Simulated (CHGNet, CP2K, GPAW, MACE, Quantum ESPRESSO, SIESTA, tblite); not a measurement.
## Random packing of W67B25N7 (at. %) (67 atoms): runs against a plane-wave reference

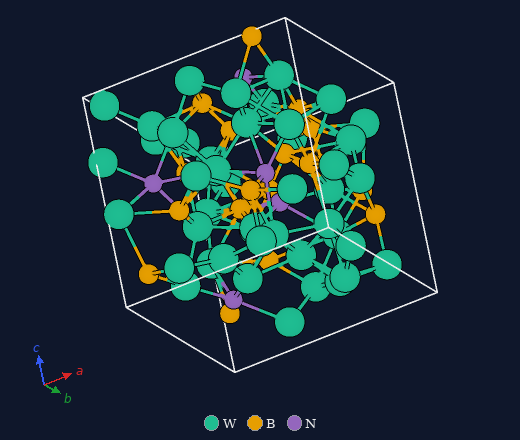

The cell (tungsten teal, boron orange, nitrogen purple).

Density of this cell: 16.3 g/cm³. The cell holds 67 atoms: 45 W, 17 B and 5 N. Its edges and angles: a = 9.548 Å, b = 9.548 Å, c = 9.548 Å, α = 90.0°, β = 90.0°, γ = 90.0°. 67 atoms (45 W, 17 B, 5 N) packed at random in a cube at 16.3 g/cm³ and pushed apart as soft spheres; a start for melting by ab initio MD, not an equilibrated structure. Then every atom was moved at random, 0.05 Å r.m.s. a Cartesian component.

Geometry: as built.

The reference, a calculation:

```
method                 : Kohn-Sham DFT, PBE, SSSP efficiency 1.3.0 pseudopotentials, plane waves (Quantum ESPRESSO 7.5); sssp-pbe-1.3.0-efficiency, cutoffs 60/480 Ry, Γ point
r.m.s. force component : 3.624 eV/Å
longest force          : 12.55 eV/Å
pressure               : 54.22 GPa
time                   : 3.7 min on 4 MPI ranks of Arm Neoverse V1, shared host
CPU time               : 15 min
```

Q: Estimate the differences from the reference, the CPU time and the memory of each run.
- SIESTA PBE, DZP, shift 0.01 Ry, mesh 500 Ry (SIESTA 5.4.2; 4 MPI ranks)
- GPAW PBE, plane waves 600 eV (GPAW 26.7.0; 1 thread)
- MACE MP-0b3 medium potential (MACE MP-0b3 medium; 1 thread)
- CP2K PBE, DZVP-MOLOPT-SR, 600/20 Ry, diagonalisation (CP2K 2026.2; 4 MPI ranks)
- CP2K PBE, DZVP-MOLOPT-SR, 600/50 Ry, diagonalisation (CP2K 2026.2; 4 MPI ranks)
- SIESTA PBE, SZP, shift 0.01 Ry, mesh 500 Ry (SIESTA 5.4.2; 2 MPI ranks)
- CP2K PBE, DZVP-MOLOPT-SR, 300/50 Ry, diagonalisation (CP2K 2026.2; 4 MPI ranks)
- CP2K PBE, SZV-MOLOPT-SR, 600/50 Ry, diagonalisation (CP2K 2026.2; 2 threads)
- MACE MP-0b2 small potential (MACE MP-0b2 small; 1 thread)
- CHGNet r2SCAN potential (CHGNet r2SCAN; 1 thread)

Differences are against the plane-wave reference, forces as r.m.s. over components; share is that over the reference's r.m.s. force, slope the least-squares factor from reference forces to these. Total energies of different programs have different zeros and aren't compared.

```
                                                          run  Δ force, r.m.s. (meV/Å)  share (%)  slope  Δ pressure (GPa)  cores  CPU time  memory (GiB)
                                                    reference                        -          -      -                 -      4    15 min           5.2
                  SIESTA PBE, DZP, shift 0.01 Ry, mesh 500 Ry                      442       12.2  1.106              6.18      4    17 min           3.2
                                 GPAW PBE, plane waves 600 eV                     70.4       1.94  0.982             -2.42      1    11 min           1.2
                                 MACE MP-0b3 medium potential                     1084       29.9  1.086             -1.96      1       7 s             1
CP2K PBE, DZVP-MOLOPT-SR, 600/20 Ry, diagonalisation (coarse)                      204       5.64  0.951             -3.70      4   8.5 min           5.7
         CP2K PBE, DZVP-MOLOPT-SR, 600/50 Ry, diagonalisation                      172       4.75  0.957             -3.90      4    13 min           5.6
         SIESTA PBE, SZP, shift 0.01 Ry, mesh 500 Ry (coarse)                      592       16.3  1.134              8.50      2    12 min           2.4
CP2K PBE, DZVP-MOLOPT-SR, 300/50 Ry, diagonalisation (coarse)                      172       4.75  0.957             -3.90      4    13 min           4.0
 CP2K PBE, SZV-MOLOPT-SR, 600/50 Ry, diagonalisation (coarse)                      494       13.6  1.064              3.27      2   4.7 min           2.6
                                  MACE MP-0b2 small potential                      970       26.8  1.076             -4.59      1       6 s          0.72
                                      CHGNet r2SCAN potential                     1089       30.0  1.060             -5.57      1     3.2 s           1.2
```

Rows marked coarse were listed beforehand as settings not expected to be converged; some can still land near the reference.

Times of the machine-learned potentials are mostly Python's start and the loading of weights.

CPU time is summed over cores on a shared host, where runs went side by side, so it is rough. Symmetry, cutoffs, thresholds, outputs and thread counts weren't matched or tuned between programs; memory under MPI is the largest rank's times the ranks.

PBE on plane waves or a grid with other potentials, cutoffs or grids, coarse settings apart, differs from the reference by 1.9 % (GPAW PBE, plane waves 600 eV) of the r.m.s. force; this holds the reference's own error, so differences of a few per cent don't tell which side is nearer the exact PBE result. The PBE runs in local orbitals, coarse settings apart, differ by 4.7 % (CP2K PBE, DZVP-MOLOPT-SR, 600/50 Ry, diagonalisation) to 12 % (SIESTA PBE, DZP, shift 0.01 Ry, mesh 500 Ry); basis, grid and potentials can all enter. Machine-learned potentials differ by 27 % (MACE MP-0b2 small potential) to 30 % (CHGNet r2SCAN potential); they were trained on other programs' data, some at another functional. Runs with settings chosen to be coarse differ by 4.8 % (CP2K PBE, DZVP-MOLOPT-SR, 300/50 Ry, diagonalisation) to 16 % (SIESTA PBE, SZP, shift 0.01 Ry, mesh 500 Ry), their programs' other errors included. Machine-learned potentials mimic data converged in k, so the reference's own k-point error enters their differences. The runs have no spin polarisation, so any moments at edges, vacancies or dangling bonds can't form. The electronic-structure runs sample only Γ, in a cell whose shortest periodic width is 10 Å, which is coarse for a cell with partly filled levels.

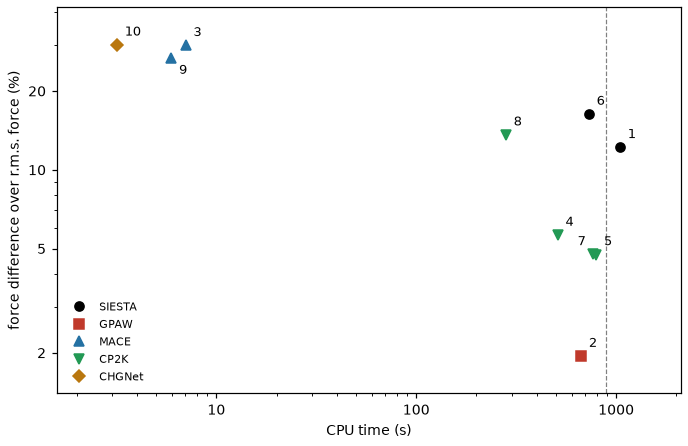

Force difference against CPU time; the dashed line marks the reference's time. Points: 1 SIESTA PBE, DZP, shift 0.01 Ry, mesh 500 Ry; 2 GPAW PBE, plane waves 600 eV; 3 MACE MP-0b3 medium potential; 4 CP2K PBE, DZVP-MOLOPT-SR, 600/20 Ry, diagonalisation; 5 CP2K PBE, DZVP-MOLOPT-SR, 600/50 Ry, diagonalisation; 6 SIESTA PBE, SZP, shift 0.01 Ry, mesh 500 Ry; 7 CP2K PBE, DZVP-MOLOPT-SR, 300/50 Ry, diagonalisation; 8 CP2K PBE, SZV-MOLOPT-SR, 600/50 Ry, diagonalisation; 9 MACE MP-0b2 small potential; 10 CHGNet r2SCAN potential.

[Logs are printed without paths, hosts, clocks, repeated set-up lines and the standing remarks that a program may print on its own settings, such as how far it seeks lower states.]

[Hosts, paths, dates, database ids (printed as entryN), source tags and the programs' standing remarks are cut or masked in the printed files.]
